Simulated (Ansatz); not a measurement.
C₂H₄NSi, SMILES [C]#C[SiH2]N, doublet, geometry in Å:

```xyz
8

C      2.2207    -1.0715     1.4777
C      1.3553    -0.4247     0.9227
Si     0.0537     0.5796     0.0915
N     -1.0693    -0.3201    -0.8295
H      0.7597     1.5156    -0.8129
H     -0.6799     1.2872     1.1654
H     -0.7878    -0.7344    -1.7036
H     -1.7603    -0.8888    -0.3669
```

Kohn-Sham orbital energies near the frontier (alpha spin), PBE/def2-TZVPP in the Ansatz code 0.2.0, at a PBE0-D4/def2-TZVP geometry (a minimum by its frequencies), isolated molecule; empty levels in grey, levels within 0.03 eV side by side.

**Where do the highest filled and lowest empty alpha orbitals lie?**

HOMO at −6.84 eV, LUMO at −1.35 eV, 5.49 eV apart.

**And the beta frontier levels?**

Beta HOMO −6.67 eV, beta LUMO −5.83 eV.

**List the levels.**

| orbital | energy (eV) |
| --- | --- |
| LUMO+2 | 0.20 |
| LUMO+1 | −0.87 |
| LUMO | −1.35 |
| HOMO | −6.84 |
| HOMO−1 | −7.04 |
| HOMO−2 | −7.28 |
| HOMO−3 | −8.63 |
| HOMO−4 | −8.79 |
| HOMO−5 | −9.71 |
| HOMO−6 | −11.21 |
| HOMO−7 | −12.81 |
| HOMO−8 | −14.20 |
| HOMO−9 | −18.58 |

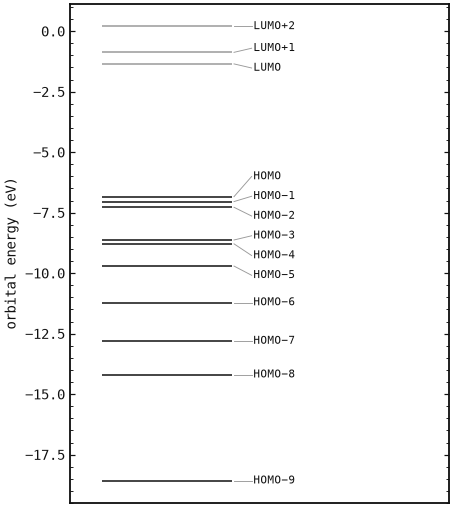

Caveats: empty levels above zero depend strongly on the basis.
